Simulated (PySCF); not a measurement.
## Electronic structure of GaN (charge +1, quartet) in real space

```xyz
2

Ga    0.0000    0.0000   -0.4532
N     0.0000    0.0000    2.2308
```

Computed with PBE0/pcseg-1, non-relativistic, at a bond length of 2.684 Å (PySCF 2.14.0).

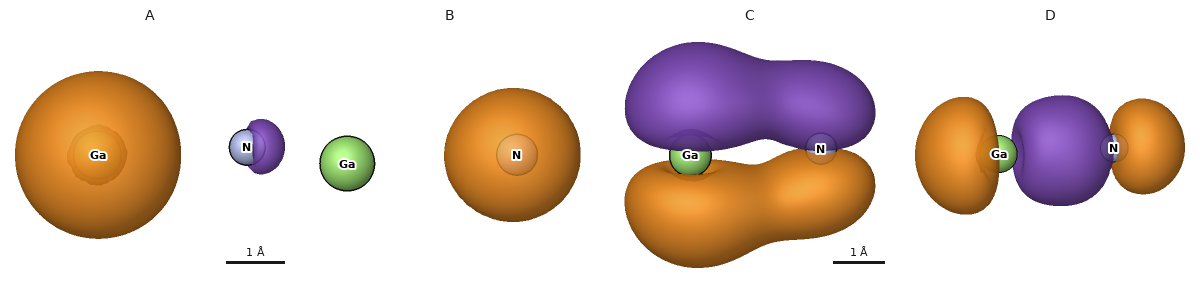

Figure 1. Four frontier β-spin orbitals, each drawn at the value that holds 80 % of its norm (orange and purple are the two phases), in no order; of a degenerate pair one member is drawn.

**Label each orbital by symmetry, say whether it is occupied, and order them by energy.**

Orbital B: σ, occupied in this spin, −22.86 eV; almost wholly on N.
Orbital A: σ, occupied in this spin, −16.56 eV; mainly on Ga (95 %).
Orbital D: σ, empty in this spin, −9.22 eV; shared between the atoms (Ga 45 %, N 55 %).
Orbital C: π, empty in this spin, −8.49 eV; bonding, with no node between the atoms.

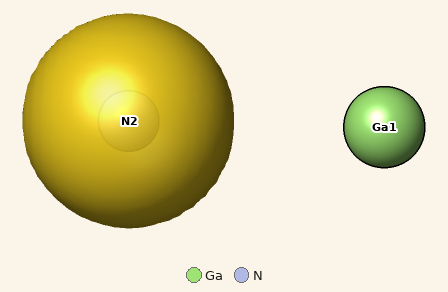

Figure 2. Isosurface of the spin density (α minus β) at +0.08 e/Å³ (yellow), seen from one side.

**Which atoms carry the spin?**

The unpaired spin (3 electrons) lies mostly on N2 (about 2.8) and Ga1 (about 0.2), in electrons by Hirshfeld's partition.

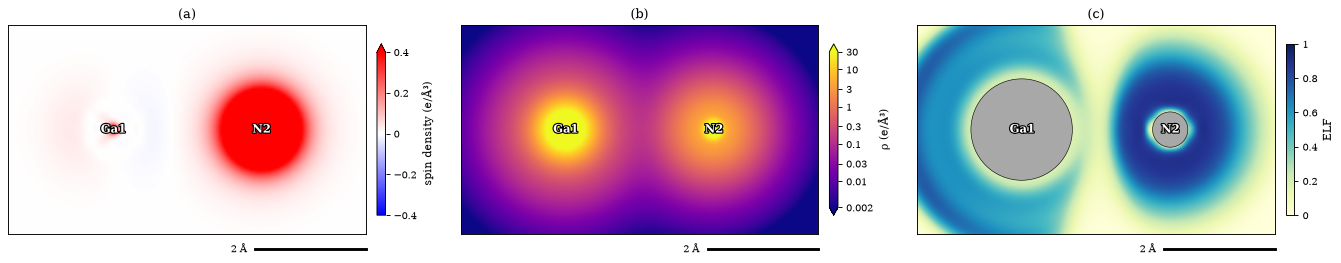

Figure 3. (a) spin density; (b) total electron density; (c) ELF on a plane that holds the molecular axis. Grey discs cover the atomic cores in the ELF map.

**Interpret the plot.**

- The section cuts through Ga and N sites.
- Ga–N (2.68 Å): ρ at the midpoint is about 0.14 e/Å³; the ELF is about 0.15 at the midpoint.
